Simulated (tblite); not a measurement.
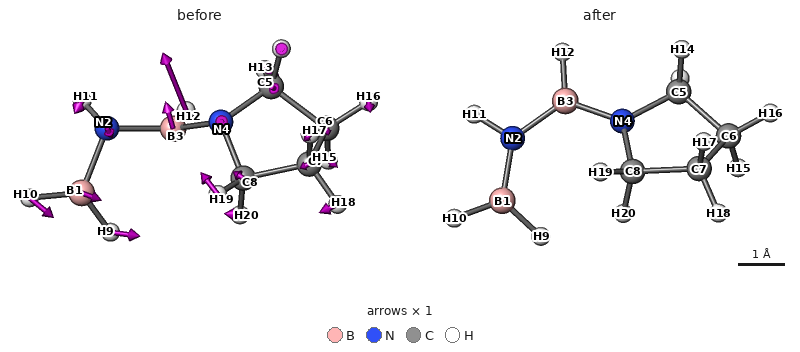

The structure of C₄H₁₂B₂N₂ (charge +1, multiplicity 2) before (left) and after (right) a relaxation, at one scale. The purple arrows give the displacements, at their true length.

A ball-and-stick model, seen at a tilt.

Level of theory: GFN2-xTB geometry optimisation, gas phase (tblite). 

Question: What changed between the two?

Answer: The largest move after the best rigid fit is that of H12, 1.58 Å. By element the largest moves are H 1.58 Å, B 0.65 Å, N 0.44 Å, C 0.35 Å. Near-neighbour distances that change, for instance: B1–N2 1.529 → 1.401 Å, B3–N4 1.508 → 1.422 Å, N2–B3 1.500 → 1.422 Å, C7–H17 1.124 → 1.091 Å. Among the angles between lasting bonds that change: B1–N2–B3 110.1° → 134.7°, B3–N4–C5 111.0° → 123.1°, B3–N4–C8 114.9° → 126.4°. After 108 geometry steps the energy has fallen by 51.4 kcal/mol.
